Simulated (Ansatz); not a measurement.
# One shape, several levels: triplet SiHClO

Wanted: a comparison of 6 runs (UBHLYP/STO-3G, UCAM-B3LYP/STO-3G, UPBE0/STO-3G, UMP2/STO-3G, UCCSDT/STO-3G, FCI/STO-3G) of triplet SiHClO. 

The calculation is run with Ansatz 0.2.0.

82 further runs of the same task are left out: 1 that didn't finish, 81 set aside as unsound or not needed.

## (1) Starting point

The species is SiHClO (4 atoms), meant as a triplet with charge 0. SMILES of the parent species: `O[Si]Cl`. Geometry: relaxed at PBE0-D4/def2-TZVP. That shape belongs to the parent species and isn't relaxed for this state.

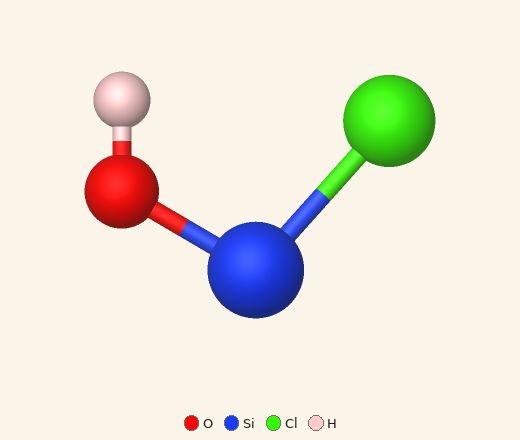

Viewed from a chosen angle; oxygen red, silicon blue, chlorine green, hydrogen pink.

## (2) The energy at UBHLYP/STO-3G (run 1)

job.yaml

```yaml
crystal:
  periodic: [false, false, false]
  atoms:
    - symbol: O
      position_ang: [-0.911800, 0.450200, -0.308700]
    - symbol: Si
      position_ang: [-0.434200, -0.789700, 0.647000]
    - symbol: Cl
      position_ang: [1.662300, -0.701000, 0.421400]
    - symbol: H
      position_ang: [-0.260800, 0.980400, -0.780000]
basis:
  gaussian:
    orbitals: STO-3G
magnetization:
  spin_polarized: true
  initial_magnetization: 2
accuracy: high
hamiltonian:
  xc: {name: BHLYP}
```

The run is started by

```sh
$ ansatz run job.yaml --threads 1 --pin off --max-ram 2610MiB --events-out events.jsonl --progress --plain --runs-dir runs
```

The log of the run:

```text
Warning: RAYON_NUM_THREADS=1 ignored (pool sized by the plan → 1); use --threads N
Functional definition: BHLYP
  name "BHLYP"
  parameter a = 0.5
  exchange = (1 - a)*b88_x + a*exact_x
  correlation = lyp_c
433 factors; integrals over basis functions are off by at most 3.0e-8 eV
mean field evaluation 1: about -22202.8071 eV, gradient 1.3e1 eV
mean field evaluation 2: about -22203.6644 eV, gradient 9.2e0 eV
mean field evaluation 4: about -22204.2634 eV, gradient 4.1e-1 eV
mean field evaluation 8: about -22204.2999 eV, gradient 2.2e-2 eV
mean field evaluation 16: about -22204.2999 eV, gradient 7.1e-6 eV
mean field -22204.29990962 eV, -815.9929710637 hartree, gradient 9.8e-8 eV, S^2 2.000889; 0 other end points of the search recorded, 0 dependent functions left out
reference -22204.29992796 eV, -815.9929717375 hartree; 21, 19 occupied and 3, 5 virtual orbitals, 433 factors
Total energy: -22204.29992796 eV, -815.9929717375 hartree
```

It took 2.2 s on 1 thread of Arm Neoverse V1, shared host; peak memory 0.13 GiB.

## (3) The energy at UCAM-B3LYP/STO-3G (run 2)

job.yaml

```yaml
crystal:
  periodic: [false, false, false]
  atoms:
    - {symbol: O, position_ang: [-0.911800, 0.450200, -0.308700]}
    - {symbol: Si, position_ang: [-0.434200, -0.789700, 0.647000]}
    - {symbol: Cl, position_ang: [1.662300, -0.701000, 0.421400]}
    - {symbol: H, position_ang: [-0.260800, 0.980400, -0.780000]}
basis:
  gaussian: {orbitals: STO-3G}
hamiltonian: {xc: {name: CAM-B3LYP}}
accuracy: high
magnetization: {spin_polarized: true, initial_magnetization: 2}
```

The run is started by

```sh
$ ansatz run job.yaml --threads 1 --pin off --max-ram 2610MiB --events-out events.jsonl --progress --plain --runs-dir runs
```

The log of the run:

```text
Warning: RAYON_NUM_THREADS=1 ignored (pool sized by the plan → 1); use --threads N
Functional definition: CAM-B3LYP
  name "CAM-B3LYP"
  parameter alpha = 0.19
  parameter beta = 0.46
  parameter omega = 0.33/bohr
  parameter ac = 0.81
  exchange = (1 - alpha - beta)*b88_x + beta*b88_x_sr(omega) + alpha*exact_x + beta*exact_x_lr(omega)
  correlation = (1 - ac)*vwn5_c + ac*lyp_c
433 factors; integrals over basis functions are off by at most 3.0e-8 eV
168 factors; integrals over basis functions are off by at most 7.9e-10 eV
mean field evaluation 1: about -22200.9799 eV, gradient 1.3e1 eV
mean field evaluation 2: about -22201.7571 eV, gradient 1.1e1 eV
mean field evaluation 4: about -22202.5001 eV, gradient 4.0e-1 eV
mean field evaluation 8: about -22202.5071 eV, gradient 2.9e-2 eV
mean field evaluation 16: about -22202.5071 eV, gradient 8.0e-6 eV
mean field -22202.50712880 eV, -815.9270875837 hartree, gradient 2.0e-8 eV, S^2 2.000812; 2 other end points of the search recorded, 0 dependent functions left out
reference -22202.50714179 eV, -815.9270880611 hartree; 21, 19 occupied and 3, 5 virtual orbitals, 433 factors
Total energy: -22202.50714179 eV, -815.9270880611 hartree
```

Wall time 3.3 s (1 thread of Arm Neoverse V1, shared host); peak memory 0.14 GiB.

## (4) A single-point energy at UPBE0/STO-3G (run 3)

run.yaml

```yaml
crystal:
  periodic: [false, false, false]
  atoms:
    - symbol: O
      position_ang: [-0.911800, 0.450200, -0.308700]
    - symbol: Si
      position_ang: [-0.434200, -0.789700, 0.647000]
    - symbol: Cl
      position_ang: [1.662300, -0.701000, 0.421400]
    - symbol: H
      position_ang: [-0.260800, 0.980400, -0.780000]
basis:
  gaussian:
    orbitals: STO-3G
accuracy: high
hamiltonian:
  xc: {name: PBE0}
magnetization:
  spin_polarized: true
  initial_magnetization: 2
```

The run is started by

```sh
$ ansatz run run.yaml --threads 1 --pin off --max-ram 2610MiB --events-out events.jsonl --progress --plain --runs-dir runs
```

The log of the run:

```text
Warning: RAYON_NUM_THREADS=1 ignored (pool sized by the plan → 1); use --threads N
Functional definition: PBE0
  name "PBE0"
  parameter a = 0.25
  parameter kappa = 0.804
  parameter beta = 0.06672455060314922
  exchange = (1 - a)*pbe_x(kappa = kappa, mu = beta*pi^2/3) + a*exact_x
  correlation = pbe_c(beta = beta)
433 factors; integrals over basis functions are off by at most 3.0e-8 eV
mean field evaluation 1: about -22194.2357 eV, gradient 1.3e1 eV
mean field evaluation 2: about -22193.4833 eV, gradient 1.8e1 eV
mean field evaluation 4: about -22195.6835 eV, gradient 7.2e-1 eV
mean field evaluation 8: about -22195.7018 eV, gradient 1.4e-2 eV
mean field evaluation 16: about -22195.7018 eV, gradient 1.5e-6 eV
mean field -22195.70180664 eV, -815.6769966069 hartree, gradient 4.4e-8 eV, S^2 2.000824; 2 other end points of the search recorded, 0 dependent functions left out
reference -22195.70180802 eV, -815.6769966578 hartree; 21, 19 occupied and 3, 5 virtual orbitals, 433 factors
Total energy: -22195.70180802 eV, -815.6769966578 hartree
```

Run time: 2.5 s. Hardware: 1 thread of Arm Neoverse V1, shared host; peak memory 0.14 GiB.

Runs 4 to 5 aren't shown in full; the table further down has their settings and results.

## (5) The energy at FCI/STO-3G (run 6)

input.yaml

```yaml
crystal:
  periodic: [false, false, false]
  atoms:
    - {symbol: O, position_ang: [-0.911800, 0.450200, -0.308700]}
    - {symbol: Si, position_ang: [-0.434200, -0.789700, 0.647000]}
    - {symbol: Cl, position_ang: [1.662300, -0.701000, 0.421400]}
    - {symbol: H, position_ang: [-0.260800, 0.980400, -0.780000]}
basis:
  gaussian: {orbitals: STO-3G}
magnetization: {spin_polarized: true, initial_magnetization: 2}
correlation: {method: fci, frozen_orbitals: {Cl: 5, H: 0, O: 1, Si: 5}}
accuracy: high
```

The run is started by

```sh
$ ansatz run input.yaml --threads 1 --pin off --max-ram 2610MiB --events-out events.jsonl --progress --plain --runs-dir runs
```

The log of the run:

```text
Warning: RAYON_NUM_THREADS=1 ignored (pool sized by the plan → 1); use --threads N
Functional definition: HF
  name "HF"
  exchange = exact_x
  correlation = 0
433 factors; integrals over basis functions are off by at most 3.0e-8 eV
mean field evaluation 1: about -22163.3845 eV, gradient 1.2e1 eV
mean field evaluation 2: about -22163.4573 eV, gradient 1.2e1 eV
mean field evaluation 4: about -22164.9072 eV, gradient 1.5e0 eV
mean field evaluation 8: about -22164.9693 eV, gradient 5.6e-4 eV
mean field -22164.96824122 eV, -814.5475589097 hartree, gradient 2.9e-8 eV, S^2 2.001159; 0 other end points of the search recorded, 0 dependent functions left out
mean field evaluation 16: about -22164.8832 eV, gradient 1.9e-1 eV
11 core orbitals not correlated: weight in the atoms' cores, before any rotation towards them, 1.000 or more for the frozen orbitals, at most 0.000 for the correlated occupied ones
reference -22164.95982370 eV, -814.5472495715 hartree; 10, 8 occupied and 3, 5 virtual orbitals, 433 factors
state -22166.90024823 eV, -814.6185588578 hartree
Total energy: -22166.90024823 eV, -814.6185588578 hartree
```

It took 2.1 s on 1 thread of Arm Neoverse V1, shared host; peak memory 0.1 GiB.

## (6) The series

| run | level | frozen core orbitals | energy (Eh) | ⟨S²⟩ | wall time |
| --- | --- | --- | --- | --- | --- |
| 1 | UBHLYP/STO-3G | – | -815.992972 | 2.001 | 2.2 s |
| 2 | UCAM-B3LYP/STO-3G | – | -815.927088 | 2.001 | 3.3 s |
| 3 | UPBE0/STO-3G | – | -815.676997 | 2.001 | 2.5 s |
| 4 | UMP2/STO-3G | 11 | -814.600335 | 2.001 | 0.2 s |
| 5 | UCCSDT/STO-3G | 11 | -814.618618 | 2.001 | 1 s |
| 6 | FCI/STO-3G | 11 | -814.618559 | – | 2.1 s |

## (7) What came out

```
                                           quantity          value
                                run 6: total energy  -814.61856 Eh
run 6: correlation energy (11 core orbitals frozen)      -71.3 mEh
```

In words: Against full CI in this basis: UMP2 +18.2 mEh; UCCSDT -0.1 mEh. Totals of different functionals can't be ranked against each other. In runs 1, 2, 3, 4, 5, 6 the basis is minimal, so the values are rough. All runs together took 11 s, the longest 3.3 s.
